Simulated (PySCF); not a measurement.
Vertical excitations of a molecule C5H7F from TDA-ωB97X/def2-SVPD (PySCF), as energy in eV (oscillator strength): 7.14 (0.008), 7.52 (0.347), 7.78 (0.010), 8.32 (0.010), 8.69 (0.051), 8.78 (0.009), 8.88 (0.029), 9.22 (0.022), 9.53 (0.004), 9.78 (0.015). Lowest triplet (TDA): 4.41 eV. Coordinates come from a ωB97X-D3(BJ)/def2-SVP optimisation. Other conformers were not sampled.

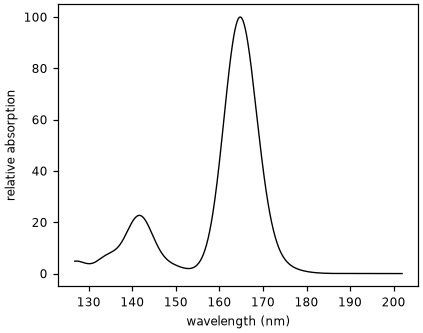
The lines broadened by 0.4 eV.

**Question.** Which structure fits?
A. C=C/C=C(/C)F
B. C=CC(F)C=C
C. FC1=CCCC1
D. C=C[C@@H]1C[C@@H]1F

**Answer.** C, FC1=CCCC1
